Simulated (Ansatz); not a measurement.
# How cost and error scale: C(100)/AlN(10-10) interface (192 atoms) repeated, part 2 of 2

Aim: repeat one cell of C(100)/AlN(10-10) interface (192 atoms) to ever larger supercells at Γ and follow error, time and memory.

Ansatz 0.2.0; Kohn-Sham DFT, PBE, PAW (set soft_2), plane waves.

The cell: 136 C, 28 Al and 28 N. The host structure and its lattice constant were typed by rule, without a check against the phase diagram.

So far. Step 5 (Plane waves, 384 atoms): The energy lies 1.27 meV/atom below the dense-mesh reference. Step 6 (Support functions, 384 atoms): The energy lies 4.83 meV/atom below the dense-mesh reference, and 3.6 meV/atom below plane waves of the same size, an offset between the two bases that leaves the sampling error alike.

## Step 8: What the reference run shows

The comparisons rest on this run, so its electronic structure is set out here.

Length of the force by element:

| element | coordination | atoms | mean length of the force (eV/Å) | spread | least | most |
| --- | --- | --- | --- | --- | --- | --- |
| Al | all | 28 | 1.76 | 0.410 | 0.993 | 2.41 |
| C | all | 136 | 1.90 | 0.820 | 0.394 | 4.96 |
| N | all | 28 | 1.26 | 0.550 | 0.378 | 2.40 |

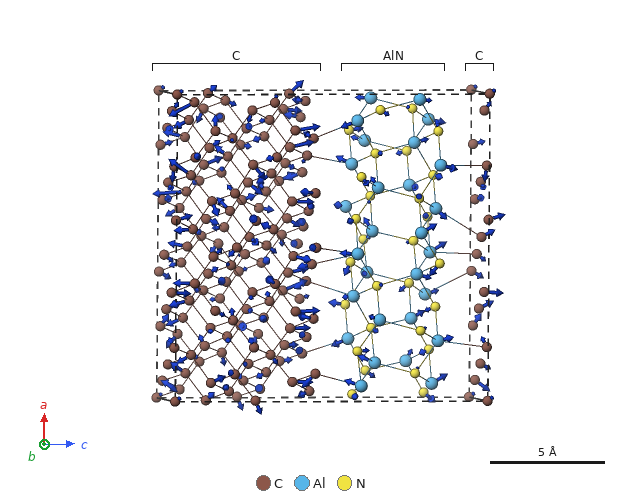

Forces as arrows; the longest in the cell is 4.96 eV/Å. Bonds to atoms that aren't drawn are left out. Some periodic images of atoms are drawn too.

Löwdin charges by element (they lack the spilled electrons, 0.023 e an atom on average):

| element | coordination | atoms | mean charge (e) | spread | least | most |
| --- | --- | --- | --- | --- | --- | --- |
| Al | all | 28 | 1.07 | 0.018 | 1.03 | 1.10 |
| C | all | 136 | 1.0e-4 | 0.0744 | -0.242 | 0.0669 |
| N | all | 28 | -0.909 | 0.120 | -1.04 | -0.755 |

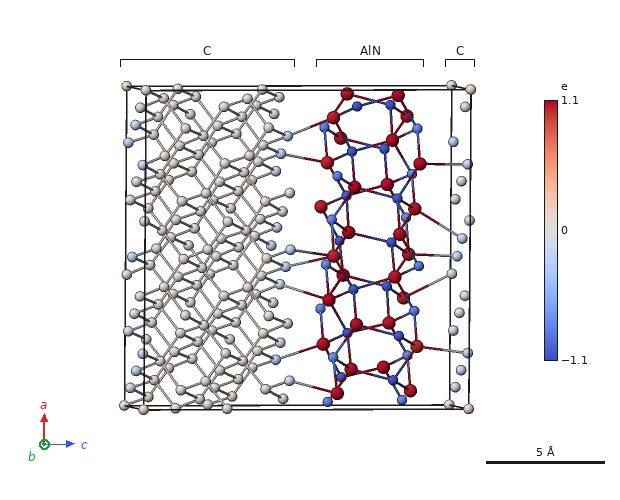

Atoms coloured by Löwdin charge. Bonds to atoms that aren't drawn are left out. Some periodic images of atoms are drawn too.

By region:

| region | atoms | mean length of the force (eV/Å) |
| --- | --- | --- |
| C | 136 | 1.90 |
| AlN | 56 | 1.51 |

States in the cell by windows of 1 eV, zero at the Fermi level; the larger projections on atomic orbitals stand beside the total:

| from (eV) | to (eV) | total | C p | AlN | N p | C s | Al p | N s |
| --- | --- | --- | --- | --- | --- | --- | --- | --- |
| -18 | -17 | 15.8 | 6.2 | 0.2 | 0.0 | 9.3 | 0.1 | 0.0 |
| -17 | -16 | 21.2 | 8.0 | 1.0 | 0.0 | 12.1 | 0.3 | 0.4 |
| -16 | -15 | 31.3 | 8.4 | 9.6 | 0.1 | 13.1 | 2.5 | 5.1 |
| -15 | -14 | 43.6 | 7.5 | 26.3 | 0.2 | 9.7 | 6.9 | 17.1 |
| -14 | -13 | 39.4 | 11.2 | 17.9 | 0.2 | 10.1 | 4.2 | 12.9 |
| -13 | -12 | 22.1 | 13.2 | 0.7 | 0.0 | 8.1 | 0.2 | 0.4 |
| -12 | -11 | 27.8 | 17.7 | 0.3 | 0.1 | 9.7 | 0.1 | 0.1 |
| -11 | -10 | 27.7 | 17.2 | 0.6 | 0.1 | 9.7 | 0.3 | 0.2 |
| -10 | -9 | 21.3 | 15.5 | 0.3 | 0.1 | 5.4 | 0.1 | 0.0 |
| -9 | -8 | 38.9 | 31.0 | 0.9 | 0.3 | 6.9 | 0.3 | 0.1 |
| -8 | -7 | 37.4 | 31.0 | 1.6 | 0.8 | 4.7 | 0.5 | 0.1 |
| -7 | -6 | 65.7 | 44.3 | 16.8 | 10.5 | 4.4 | 3.0 | 0.5 |
| -6 | -5 | 69.4 | 41.1 | 24.8 | 16.4 | 3.4 | 3.7 | 1.2 |
| -5 | -4 | 64.2 | 38.0 | 23.6 | 16.9 | 2.4 | 3.9 | 0.9 |
| -4 | -3 | 62.7 | 31.8 | 28.7 | 22.7 | 1.8 | 4.3 | 0.6 |
| -3 | -2 | 70.3 | 30.1 | 37.7 | 32.3 | 1.8 | 4.3 | 0.3 |
| -2 | -1 | 51.3 | 26.7 | 21.6 | 18.6 | 2.4 | 2.4 | 0.2 |
| -1 | 0 | 26.7 | 16.3 | 6.8 | 5.5 | 3.2 | 0.8 | 0.4 |
| 0 | 1 | 29.7 | 16.9 | 9.0 | 7.0 | 3.2 | 0.8 | 0.9 |
| 1 | 2 | 14.4 | 10.5 | 2.1 | 1.5 | 1.6 | 0.3 | 0.3 |
| 2 | 3 | 12.8 | 11.6 | 0.3 | 0.1 | 0.6 | 0.1 | 0.0 |
| 3 | 4 | 14.8 | 11.2 | 2.7 | 0.2 | 0.5 | 1.7 | 0.1 |
| 4 | 5 | 19.2 | 4.1 | 10.8 | 1.5 | 2.5 | 5.6 | 1.4 |

The curve was stored every 0.10 eV, coarse against its broadening of 0.08 eV, so these counts are rough.

Between -22 and -18 eV lie 31 more states.

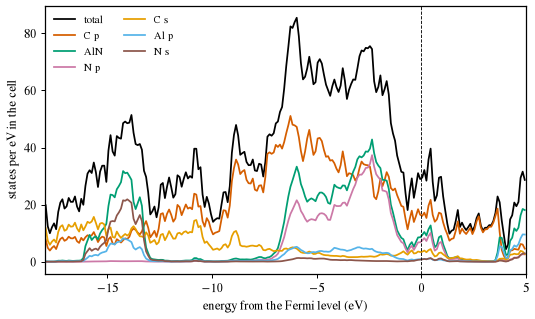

Total and projected density of states, with the broadening of the input.

The levels nearest the highest filled one (over half full), pooled over k-points and spins:

| level less the highest filled one (eV) | occupation |
| --- | --- |
| -0.016 | 1.16 |
| -0.0076 | 1.08 |
| -0.005 | 1.05 |
| -0.0047 | 1.05 |
| -0.0025 | 1.03 |
| 0 | 1.00 |
| 7.0e-4 | 0.998 |
| 0.0021 | 0.984 |
| 0.0049 | 0.956 |
| 0.0114 | 0.891 |
| 0.0212 | 0.796 |
| 0.0264 | 0.746 |

Mean Löwdin charges: Al +1.07, C +0.00, N -0.91 e (they miss 0.58 % of the electrons, so they add up to more than the cell's charge). Within 0.4 eV of the Fermi level the largest share is C p (58 % of the projected weight).

## Step 9: Summary of results

```
free energy per atom        : -311.8086 eV/atom
density                     : 3.073 g/cm³
pressure                    : -5.127 GPa
r.m.s. force component      : 1.121 eV/Å
wall time of the 5 DFT runs : 42 min
```

In words: Repeating the cell at Γ samples more k-points: in plane waves the energy difference from the dense mesh goes from 2.67 meV/atom at 192 atoms to -1.27 at 384, and the force difference from 57 to 31 meV/Å. At equal size the support functions lie 3.6 meV/atom below plane waves, likely because their grid holds more waves than 420 eV; no run tests this. At the largest size the support functions' forces differ from the reference by 2.8 % of the r.m.s. force, which holds the difference of sampling between the two as well as that of the basis.

139 levels are partly filled, by over 2 % (on the run's k-points): no clear gap opens at this level. Levels of broken or missing bonds inside a gap of the host would look the same.

What to keep in mind: The geometry was built by rule, was displaced at random and isn't relaxed at this level: its force components are 1.1 eV/Å r.m.s. The stress is far from hydrostatic: its diagonal is -4.5, -0.8, -10.0 GPa, compression counted positive. The pressure of -5.1 GPa belongs to a cell and atoms that aren't relaxed at this level.

[Logs are printed without paths, hosts, clocks, repeated set-up lines and the standing remarks that a program may print on its own settings, such as how far it seeks lower states.]

[Hosts, paths, dates, database ids (printed as entryN), source tags and the programs' standing remarks are cut or masked in the printed files.]
